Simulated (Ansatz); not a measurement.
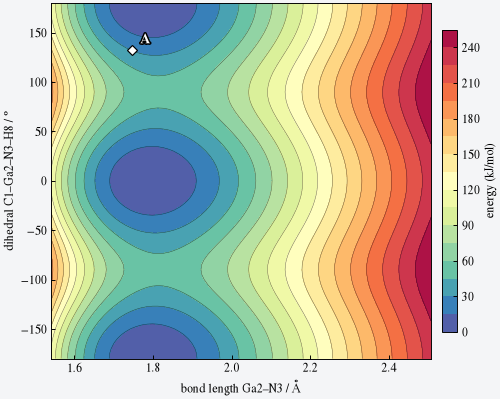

CH₅ClGaN, SMILES [CH3][Ga]([NH2])[Cl]. First axis: bond length Ga2–N3. Second axis: dihedral C1–Ga2–N3–H8. Nothing is relaxed (all other coordinates rigid). The scan uses a 15 × 15 grid. Points are written as (first, second). Energies are in kJ/mol, from the relaxed molecule at the same level. Method: RKS SPW92 (LDA)/def2-TZVP (Ansatz 0.2.0).

The picture shows filled contours, the point A. Between grid points the surface is interpolated.

**Is A at rest? If not, where is it pushed?**

A, at (1.747 Å, 132°), is not a stationary point. The computed force is 152 kJ/mol for each Å towards larger values of bond length Ga2–N3 and 0.92 kJ/mol for each degree towards larger values of dihedral C1–Ga2–N3–H8.
